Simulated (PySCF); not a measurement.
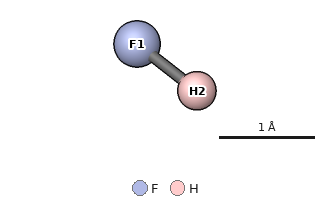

**Figure 1.** The structure (ball-and-stick view, seen at an oblique angle; atoms are numbered from 1 in the order of the input).

## What a change does: NMR shielding calculation on HF

System: HF (hydrofluoric acid), SMILES F.
Method of the first run: GIAO PBE0/6-31G* NMR shielding, non-relativistic, gas phase (PySCF 2.14.0).

The geometry comes from this level: PBE0-D3(BJ)/def2-SVP. Text and figures count atoms from 1; the logs count them from 0 in places.

**The input, the first run**
```
{"job": {"kind": "nmr", "xc": "PBE0", "basis": "6-31G*", "pop": true}, "charge": 0, "multiplicity": 1}
F     -0.413619    -0.191150     0.039208
H      0.431104     0.162330    -0.051338
```

The first line tells a small driver script what to run in PySCF; the rest is the geometry in Å.

Launched with:
```bash
OMP_NUM_THREADS=1 python <driver script> task.json out
```

Hardware: 1 CPU thread, shared host.

**Output (the first run)**
```
coarse grid: 1712 points
cycle   1  E = -100.2705707902  dE = -2.686e-02  |g| = 5.422e-01  |ddm| = 8.554e-01
cycle   2  E = -100.2572039996  dE =  1.337e-02  |g| = 6.421e-01  |ddm| = 6.257e-01
cycle   3  E = -100.3190143790  dE = -6.181e-02  |g| = 1.334e-02  |ddm| = 3.361e-01
cycle   4  E = -100.3190463810  dE = -3.200e-05  |g| = 2.102e-03  |ddm| = 7.325e-03
cycle   5  E = -100.3190471178  dE = -7.368e-07  |g| = 1.042e-04  |ddm| = 1.092e-03
final grid: 16976 points
cycle   6  E = -100.3231973180  dE = -6.678e-06  |g| = 1.636e-03  |ddm| = 4.534e-03
cycle   7  E = -100.3231972236  dE =  9.440e-08  |g| = 1.843e-03  |ddm| = 1.827e-03
cycle   8  E = -100.3231977306  dE = -5.070e-07  |g| = 4.069e-05  |ddm| = 9.460e-04
cycle   9  E = -100.3231977308  dE = -2.828e-10  |g| = 8.030e-06  |ddm| = 2.584e-05
converged SCF energy = -100.3231977308

GIAO shielding tensors (ppm)
atom      isotropic    diamagn.    paramagn.     s11        s22        s33       span
  0 F      410.890     468.842     -57.953    375.018    375.019    482.631    107.613
  1 H       30.324      26.485       3.839     23.534     23.534     43.905     20.371
```

For the second run the input was changed thus:
```diff
-"basis": "6-31G*"
+"basis": "def2-TZVP"
```

What does this change do to the results?

The total energy of the second run is 43.1 kcal/mol lower, which measures the change of basis and not a stability. The HOMO goes from −10.69 to −11.64 eV. The LUMO goes from 2.42 to 0.83 eV. The dipole moment goes from 1.87 to 1.93 D. Of all shieldings, the largest change is that of F1, by +1.5 ppm. The SCF takes 10 iterations against 9. The basis functions go from 16 to 37.

**Output (the second run)**
```
coarse grid: 1712 points
cycle   1  E = -100.3516675705  dE = -3.691e-02  |g| = 4.922e-01  |ddm| = 6.727e-01
cycle   2  E = -100.3241533742  dE =  2.751e-02  |g| = 6.902e-01  |ddm| = 5.288e-01
cycle   3  E = -100.3905250354  dE = -6.637e-02  |g| = 2.197e-02  |ddm| = 2.847e-01
cycle   4  E = -100.3905928508  dE = -6.782e-05  |g| = 4.199e-03  |ddm| = 1.000e-02
cycle   5  E = -100.3905948838  dE = -2.033e-06  |g| = 2.289e-04  |ddm| = 1.450e-03
final grid: 16976 points
cycle   6  E = -100.3918711728  dE = -1.834e-05  |g| = 3.939e-03  |ddm| = 5.658e-03
cycle   7  E = -100.3918696845  dE =  1.488e-06  |g| = 5.168e-03  |ddm| = 3.492e-03
cycle   8  E = -100.3918732263  dE = -3.542e-06  |g| = 9.255e-05  |ddm| = 1.986e-03
cycle   9  E = -100.3918732273  dE = -1.028e-09  |g| = 1.637e-05  |ddm| = 4.326e-05
cycle  10  E = -100.3918732274  dE = -3.716e-11  |g| = 2.658e-06  |ddm| = 8.278e-06
converged SCF energy = -100.3918732274

GIAO shielding tensors (ppm)
atom      isotropic    diamagn.    paramagn.     s11        s22        s33       span
  0 F      412.363     466.510     -54.147    377.717    377.717    481.655    103.938
  1 H       29.912      27.972       1.940     22.855     22.855     44.028     21.174
```

**The two runs side by side**

| quantity | the first run | the second run |
| --- | --- | --- |
| outcome | converged | converged |
| total energy (hartree) | −100.323198 | −100.391873 |
| HOMO (eV) | −10.69 | −11.64 |
| LUMO (eV) | 2.42 | 0.83 |
| dipole moment (D) | 1.87 | 1.93 |
| shielding of F1 (ppm) | 410.9 | 412.4 |
| shielding of H2 (ppm) | 30.3 | 29.9 |
| SCF iterations | 9 | 10 |
| basis functions | 16 | 37 |
